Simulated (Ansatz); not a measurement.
# Starting-point dependence of the GW gap of TiO2 (Anatase), part 2 of 2

One-shot GW is not self-consistent; how far does the start matter for TiO2 (Anatase)?

Ansatz 0.2.0; G0W0 on several functionals, plane waves, PAW. Known limits of the many-body steps: not at the basis limit.

So far. Step 2 (G0W0 on LDA): The gap on the mesh goes from 2.06 eV to 3.72 eV, a correction of +1.66 eV. Between the two edge states, bare exchange in place of the xc potential would open the gap by 12.68 eV, and correlation takes back 11.02 eV.

In doubt: masses and optical values from hybrid runs of this build are listed as unsure (step 4), which bears on the screening that GW takes from such a start.

**3. G0W0 on PBE**

The same correction from a different start measures what one shot leaves open.

This step: G0W0 on PBE, plane waves, PAW.

input.yaml

```yaml
crystal:
  lattice:
    - [-1.8921, 1.8921, 4.7573]
    - [1.8921, -1.8921, 4.7573]
    - [1.8921, 1.8921, -4.7573]
  atoms:
    - { symbol: Ti, position: [0.0, 0.0, 0.0] }
    - { symbol: Ti, position: [0.75, 0.25, 0.5] }
    - { symbol: O, position: [0.2081, 0.2081, 0.0] }
    - { symbol: O, position: [0.9581, 0.4581, 0.5] }
    - { symbol: O, position: [0.5419, 0.0419, 0.5] }
    - { symbol: O, position: [0.7919, 0.7919, 0.0] }
kpoints:
  mp_grid: { grid: [6, 6, 6] }
hamiltonian:
  xc: pbe
scf:
  occupations: { method: fixed }
gw:
  n_empty_bands: 539
  ecut_chi: 230.0
  qp_bands: [v2, c2]
  qp_kpoints: band_edges
  screening: { model: contour_deformation }
```

Launch:

```bash
$ ansatz run input.yaml --threads 3 --pin off --max-ram 64512MiB --backend cuda --events-out ev --progress --plain --runs-dir out --devices 1 --max-vram 24GiB  # rebuilt from the run's record
```

Numbers of over 12 decimals in the logs are rounded to 6 here.

Output:

```text
GPUs: using 1 of 1 available (devices: 1).
[...]
GPU FFT provider: cuFFT
GPU libraries: cuBLAS 13.8.2, cuFFT 12.4.0, cuSOLVER 12.3.4
Crystal: 6 atoms, lattice volume = 68.125 Å³
Basis set: ecut = 420 eV, 1315 PW (Γ)
Bands: 30, of which v1, the nominal top of the filled ones, is band 24 counted from 1 (23 counted from 0)
Symmetry: 16 space group operations
[...]
k-points: 30 of 216
[...]
GPU buffer pool allocated for 64000 grid points (all kernels)
[...]
SCF iter   1: F=—  HF=-7277.469444 eV  |F-HF|=—  |Δ(HF+E_count)|=         —  Δρ=3.44e-3  dr2=3.18e-3  ethr=1.77e-3  ⟨swp⟩=4.1  Hψ=3412  notcnv=0  defer=78
[...]
SCF iter   6: F=-7277.471112 eV  HF=-7277.471112 eV  |F-HF|=4.60e-9  |Δ(HF+E_count)|=   2.67e-6  Δρ=1.17e-5  dr2=5.25e-8  ethr=2.08e-10  ⟨swp⟩=7.8  Hψ=3764  notcnv=0
SCF 1 converged in 6 iterations: F = -7277.471112 eV  dr2 = 5.25e-8
[...]
NSCF: frozen V_eff on 30 k-points, pencils in batches of 32, up to order 120
[...]
NSCF: frozen V_eff on 30 k-points
G₀W₀ screening: q 1/30
[... further progress lines ...]
[...]
SCF converged after 6 iterations
Free energy (F): -7277.471112 eV
[...]
Internal energy: -7277.471112 eV  (E = F + TS)
E sigma→0 (E₀):  -7277.471112 eV
Fermi energy:    7.290149 eV
[...]
--- Band table (eV; the first three rows and the last of 30) ---
  k-point 0: bands = [... 20 lower, 6.5768, 6.5768, 6.8603, 6.8603, 9.4571, 10.1979, 11.3381, 11.3381, ... 2 higher]
  k-point 1: bands = [... 20 lower, 5.9961, 6.1682, 6.6813, 7.0711, 10.2981, 10.3998, 10.5942, 11.0350, ... 2 higher]
  k-point 2: bands = [... 20 lower, 5.2662, 6.3837, 6.7441, 7.2230, 10.4095, 10.6690, 10.8331, 11.1645, ... 2 higher]
  k-point 29: bands = [... 20 lower, 6.0736, 6.0736, 7.2097, 7.2097, 9.8146, 9.8146, 11.1183, 11.1183, ... 2 higher]
[...]
0    23      6.8603   -25.3206     4.4764   -20.3244  0.6965     6.3339     6.3404  root
     0    24      6.8603   -25.3206     4.4764   -20.3244  0.6965     6.3339     6.3404  root
     0    25      9.4571   -13.0752    -6.7090   -20.7917  0.7279    10.4840    10.4646  root
     0    26     10.1979   -13.4563    -7.5800   -22.1402  0.7069    11.3317    11.3019  root
     1    23      6.6813   -25.8880     4.4347   -20.8930  0.7073     6.1140     6.1210  root
     1    24      7.0711   -25.7413     4.4127   -20.8004  0.7041     6.5369     6.5430  root
     1    25     10.2981   -13.3669    -7.6268   -22.0988  0.7071    11.4333    11.4032  root
     1    26     10.3998   -14.3012    -6.6505   -21.9275  0.7074    11.3975    11.3757  root
[...]
29    23      7.2097   -26.1440     4.2603   -21.3790  0.7100     6.6999     6.7050  root
    29    24      7.2097   -26.1440     4.2603   -21.3790  0.7100     6.6999     6.7050  root
    29    25      9.8146   -13.2308    -7.1236   -21.4109  0.7184    10.8952    10.8711  root
    29    26      9.8146   -13.2308    -7.1236   -21.4109  0.7184    10.8952    10.8711  root
```

Run time: 96 s. Hardware: 1 × NVIDIA H100 80GB HBM3 (shared by 3 runs) with 3 threads of AMD EPYC 7R13 (Zen 3), shared host; peak memory 3.2 GiB.

Numbers from this step:

```
bands summed                                 : 563
RPA ε∞ on this mesh (eigenvalues)            : 5.992, 6.546, 6.546
plane waves in the screening matrix          : 559
q-points in the mesh                         : 216
G0W0 gap on the mesh                         : 3.670 eV
k of the valence top                         : 0, 0, -0.5
k of the conduction bottom                   : 0, 0, 0
starting gap on the mesh                     : 2.167 eV
Z at the valence top                         : 0.7038
Z at the conduction bottom                   : 0.7279
least direct G0W0 gap on the computed points : 4.010 eV
```

Against the run with 6×6×6 mesh, 539 empty bands, screening to 230 eV on LDA, the gap moves by −0.05 eV, while the start moved by +0.11 eV.

**4. G0W0 on HSE06**

This step: G0W0 on HSE06, plane waves, PAW.

input.yaml: that of step 3 with these lines changed.

```diff
@@ -15,3 +15,3 @@
 hamiltonian:
-  xc: pbe
+  xc: hse06
 scf:
```

Output:

```text
GPUs: using 1 of 1 available (devices: 1).
[...]
davidson cushion auto → on  (no smearing: the cushion is to keep the highest requested band from converging to the state above it; pin scf.eigensolver.cushion to override)
[...]
GPU FFT provider: cuFFT
GPU libraries: cuBLAS 13.8.2, cuFFT 12.4.0, cuSOLVER 12.3.4
Crystal: 6 atoms, lattice volume = 68.125 Å³
Basis set: ecut = 420 eV, 1315 PW (Γ)
[...]
1    25     10.9288   -12.7993    -6.9785   -20.2479  0.7535    11.4022    11.3990  root
     1    26     10.9505   -13.5132    -6.2632   -20.2455  0.7558    11.4225    11.4195  root
[...]
29    23      6.2085   -26.2555     3.8807   -22.4167  0.7571     6.2503     6.2503  root
    29    24      6.2085   -26.2555     3.8807   -22.4167  0.7571     6.2503     6.2503  root
    29    25     10.3685   -12.6008    -6.5863   -19.6579  0.7633    10.8422    10.8393  root
    29    26     10.3685   -12.6008    -6.5863   -19.6579  0.7633    10.8422    10.8393  root
[key lines of the parts left out:]
Free energy (F): -7276.006309 eV
Fermi energy:    6.286607 eV
```

Elapsed: 7 min, on 1 × NVIDIA H100 80GB HBM3 (shared by 3 runs) with 3 threads; peak memory 3.7 GiB; 9.3 min of CPU time.

This step gave:

* bands summed: 563
* RPA ε∞ on this mesh (eigenvalues): 4.407, 4.638, 4.638
* plane waves in the screening matrix: 559
* G0W0 gap on the mesh: 4.069 eV
* k of the valence top: 0, 0, -0.5
* k of the conduction bottom: 0, 0, 0
* starting gap on the mesh: 3.665 eV
* least direct G0W0 gap on the computed points: 4.427 eV

Against the run with 6×6×6 mesh, 539 empty bands, screening to 230 eV on PBE, the gap moves by +0.40 eV, while the start moved by +1.50 eV.

**5. The starts together**

All on the 6×6×6 mesh with 539 empty bands and screening to 230 eV. Times are wall times on 1 × NVIDIA H100 80GB HBM3 (shared by 3 runs) with 3 threads of AMD EPYC 7R13 (Zen 3), shared host, good to a factor of about two.

```csv
start,starting gap (eV),shift (eV),G0W0 gap (eV),RPA ε∞ (harmonic mean),"Z (valence, conduction)",time
LDA,2.06,+1.66,3.72,6.57,"0.70, 0.73",72 s
PBE,2.17,+1.50,3.67,6.35,"0.70, 0.73",96 s
HSE06,3.66,+0.40,4.07,4.56,"0.75, 0.77",7 min
```

The parts of the quasiparticle energy at the two band edges (eV; QP = start + Σx + Σc − Vxc):

```csv
run,edge,start,Σx,Σc,Vxc,Z,QP
LDA,valence top,6.91,-25.69,4.26,-21.06,0.70,6.54
LDA,conduction bottom,8.97,-13.06,-6.76,-21.11,0.73,10.26
PBE,valence top,7.29,-25.81,4.38,-20.94,0.70,6.79
PBE,conduction bottom,9.46,-13.08,-6.71,-20.79,0.73,10.46
HSE06,valence top,6.29,-25.93,3.98,-22.01,0.75,6.34
HSE06,conduction bottom,9.95,-12.40,-6.25,-19.11,0.77,10.41
```

For a hybrid start, Vxc holds its share of exact exchange.

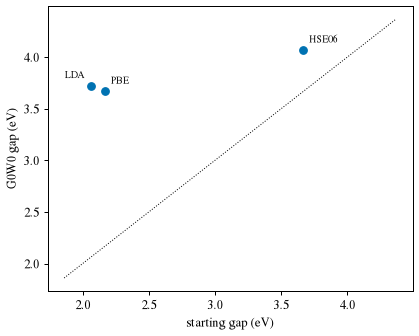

G0W0 gap against starting gap; on the dotted line the correction would vanish.

**6. What came out**

```json
{
  "G0W0@LDA": "3.72 eV (start 2.06 eV)",
  "G0W0@PBE": "3.67 eV (start 2.17 eV)",
  "G0W0@HSE06": "4.07 eV (start 3.66 eV)",
  "known limits": "not at the basis limit"
}
```

In words: The starting gaps span 1.60 eV and the G0W0 gaps 0.40 eV. Between LDA and HSE06, 0.34 eV of the 1.60 eV survives, 21 %. The order is not kept throughout: PBE starts 0.11 eV above LDA and ends 0.05 eV below it, so orbitals matter beside the gap. HSE06 screens less than LDA (ε∞ 4.56 against 6.57). Of the 0.34 eV by which its G0W0 gap is higher, the correlation part gives +0.78 eV, and exchange with the one-particle terms, which follow the orbitals, −0.44 eV. The smallest correction, +0.40 eV, is on HSE06, the start nearest to reproducing itself. Bands and cutoff are finite, so the gap is not at the basis limit. The miss can reach some tenths of an eV and take either sign; the mesh is an error of its own.

[Paths, hosts, dates, memory and timing lines, banners, echoed tables and standing remarks are left out of the program output.]

[Logs are printed without paths, hosts, clocks, repeated set-up lines and the standing remarks that a program may print on its own settings, such as how far it seeks lower states.]

[Runs of the session that timed out or met a known fault of the program may be left out.]

[Cells called generated may have been cut or substituted from an entry of the Crystallography Open Database or the Materials Project.]

[Hosts, paths, dates, database ids (printed as entryN), source tags and the programs' standing remarks are cut or masked in the printed files.]
